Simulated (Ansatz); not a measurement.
# Relaxing glassy Ba4.2Hf30.6O65.3 (216 atoms), part 2 of 2

Aim: bring glassy Ba4.2Hf30.6O65.3 (216 atoms) to a nearby minimum of the energy and see what moves.

Ansatz 0.2.0; Kohn-Sham DFT, RPBE, PAW (set soft_2), plane waves.

The cell: 9 Ba, 66 Hf and 141 O. The quench rate of 20 K/ps is many orders above laboratory rates. The network of bonds at the start is that of the classical potential that made the cell. Sampling is at Γ alone, for a cell whose shortest periodic width is 15 Å. No spin–orbit coupling is included.

So far, density (g/cm³): step 4 (distances and neighbours after relaxation) 8.27.

### 5. Single point at the relaxed geometry

One more single point at the end of the walk gives the fuller output and checks the residual forces.

Contents of input.yaml:

```yaml
crystal:
  lattice:
    - [14.5266, 0.0, 0.0]
    - [0.0, 14.5266, 0.0]
    - [0.0, 0.0, 14.5266]
  atoms:
    - { symbol: Ba, position: [0.15681, 0.2657, 0.17499] }
    - { symbol: Ba, position: [0.56487, 0.08154, 0.33891] }
    - { symbol: Ba, position: [0.17708, 0.79332, 0.21374] }
    - { symbol: Ba, position: [0.68945, 0.96375, 0.09773] }
    [... 206 atom lines left out ...]
    - { symbol: O, position: [0.97879, 0.03049, 0.8677] }
    - { symbol: O, position: [0.01842, 0.22424, 0.91529] }
    - { symbol: O, position: [0.54365, 0.62856, 0.63573] }
    - { symbol: O, position: [0.45928, 0.40633, 0.37472] }
    - { symbol: O, position: [0.83203, 0.91485, 0.83245] }
    - { symbol: O, position: [0.62128, 0.80314, 0.97577] }
kpoints:
  mp_grid: { grid: [1, 1, 1] }
hamiltonian:
  xc: rpbe
scf:
  occupations: { method: gaussian, width: 0.05 }
output:
  forces: true
  stress: true
  populations: true
  dos:
    method: { smearing: { sigma: 0.15 } }
    de: 0.1
    projected: { site_lists: { Ba: [Ba], Hf: [Hf], O: [O] } }
  eigenvalues: true
  write_density: true
  write_potential: true
  volumetric_format: npy
```

Command:

```bash
> ansatz run input.yaml --threads 8 --pin off --max-ram 15872MiB --backend cpu --events-out ev --progress --plain --runs-dir out
```

Elapsed: 5.2 min, on 8 threads of Arm Neoverse V1, shared host; peak memory 8.4 GiB.

Read from the output:

```
free energy                                      : -1172676.0651 eV
free energy per atom                             : -5429.0559 eV/atom
SCF cycles                                       : 12
pressure                                         : 0.02833 GPa
r.m.s. force component                           : 0.00587 eV/Å
longest force                                    : 0.04532 eV/Å
Fermi energy                                     : 13.07 eV
gap (highest filled to lowest empty level) : 3.993 eV
spilling of the projection                       : 0.003372
```

Löwdin charges by element (they lack the spilled electrons, 0.041 e an atom on average):

| element | coordination | atoms | mean charge (e) | spread | least | most |
| --- | --- | --- | --- | --- | --- | --- |
| Ba | all | 9 | 1.81 | 0.0044 | 1.81 | 1.82 |
| Hf | all | 66 | 1.45 | 0.0384 | 1.35 | 1.53 |
| O | all | 141 | -0.729 | 0.0476 | -0.873 | -0.638 |

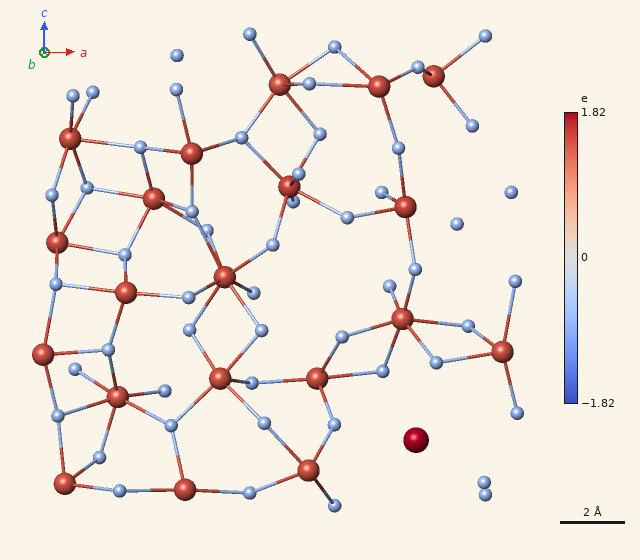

Atoms coloured by Löwdin charge. Drawn is a slice 4 Å thick, seen along the normal of the ac plane. Bonds to atoms that aren't drawn are left out.

States in the cell by windows of 1 eV, zero at the Fermi level; the larger projections on atomic orbitals stand beside the total:

| from (eV) | to (eV) | total | O p | Hf d | Hf f |
| --- | --- | --- | --- | --- | --- |
| -18 | -17 | 42.2 | 0.1 | 3.3 | 0.4 |
| -17 | -14 | 0.0 | 0.0 | 0.0 | 0.0 |
| -14 | -13 | 34.2 | 0.2 | 0.1 | 27.4 |
| -13 | -12 | 935.6 | 4.0 | 0.9 | 888.3 |
| -12 | -11 | 8.2 | 0.2 | 0.1 | 3.8 |
| -11 | -8 | 0.0 | 0.0 | 0.0 | 0.0 |
| -8 | -7 | 2.1 | 1.5 | 0.4 | 0.0 |
| -7 | -6 | 103.0 | 72.2 | 22.3 | 0.3 |
| -6 | -5 | 194.1 | 142.3 | 41.9 | 0.5 |
| -5 | -4 | 187.7 | 151.6 | 26.3 | 0.6 |
| -4 | -3 | 218.4 | 193.8 | 15.9 | 0.8 |
| -3 | -2 | 139.3 | 129.7 | 5.7 | 0.4 |
| -2 | -1 | 1.3 | 1.2 | 0.0 | 0.0 |
| -1 | 1 | 0.0 | 0.0 | 0.0 | 0.0 |
| 1 | 2 | 5.1 | 0.5 | 3.7 | 0.0 |
| 2 | 3 | 115.5 | 12.2 | 89.7 | 0.0 |
| 3 | 4 | 173.7 | 22.5 | 127.1 | 0.0 |
| 4 | 5 | 149.8 | 21.8 | 89.8 | 0.0 |

Between -26 and -18 eV lie 240 more states.

The stored curve holds about 2106 of the 2652 electrons; the rest, give or take the few that broadening carries across the Fermi level, lie in deeper levels below its range.

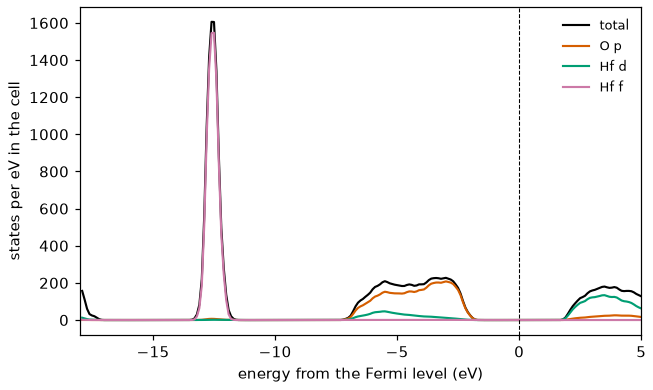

Total and projected density of states, with the broadening of the input.

The levels nearest the highest filled one (over half full), pooled over k-points and spins:

| level less the highest filled one (eV) | occupation |
| --- | --- |
| -0.240 | 2 |
| -0.213 | 2 |
| -0.159 | 2 |
| -0.110 | 2 |
| -0.0487 | 2 |
| 0 | 2 |
| 3.99 | 0 |
| 4.00 | 0 |
| 4.06 | 0 |
| 4.11 | 0 |
| 4.15 | 0 |
| 4.17 | 0 |

Mean Löwdin charges: Ba +1.81, Hf +1.45, O -0.73 e (they miss 0.34 % of the electrons, so they add up to more than the cell's charge). The largest share in the top eV of filled states is O p (94 % of the projected weight), and in the lowest eV of empty states Hf d (82 % of the projected weight).

### 6. Outcome

| Property | Result |
| --- | --- |
| energy change in the relaxation | -61.7 meV/atom |
| r.m.s. displacement | 0.357 Å |
| largest displacement | 1.185 Å |
| free energy per atom | -5429.0559 eV/atom |
| pressure | 0.02833 GPa |
| r.m.s. force component | 0.00587 eV/Å |
| gap (highest filled to lowest empty level) | 3.993 eV |
| wall time of the 3 DFT runs | 60 min |

**Reading.** Relaxation lowers the energy by 61.7 meV/atom and moves atoms by 0.36 Å r.m.s.; the r.m.s. force component goes from 0.68 to 0.0059 eV/Å, the pressure goes from -1.6 to 0.028 GPa, and the gap from 2.90 to 3.99 eV. First to last step the energy falls by 13.328 eV; the largest move, 1.19 Å, is that of Hf15. The O-Hf bonds go from 2.157 Å (spread 0.122) to 2.142 Å (spread 0.114), and their number from 404 to 397. The highest filled and lowest empty levels differ by 3.99 eV (at Γ alone); a semilocal functional tends to put such gaps too low. In a disordered cell it changes from sample to sample, and tail or defect levels can set it.

Caveats: The starting topology of bonds comes from the classical model; in DFT atoms moved by 0.36 Å r.m.s.

Against the measurements quoted at the start:

| quantity | measured | this cell | difference | method of the measurement |
| --- | --- | --- | --- | --- |
| nearest Hf–O distance | 2.08 Å | 2.12 Å | +1.9 % | EXAFS fit |

The cell differs from the measured distances by up to 1.9 %. Distances of this cell are positions of the first main peak of g(r), or bond means where the peak is narrow; means over all bonds within a cutoff lie farther out for broad shells. The network comes from the model that made the cell; in DFT atoms moved by 0.36 Å r.m.s.

[Logs are printed without paths, hosts, clocks, repeated set-up lines and the standing remarks that a program may print on its own settings, such as how far it seeks lower states.]

[Hosts, paths, dates, database ids (printed as entryN), source tags and the programs' standing remarks are cut or masked in the printed files.]
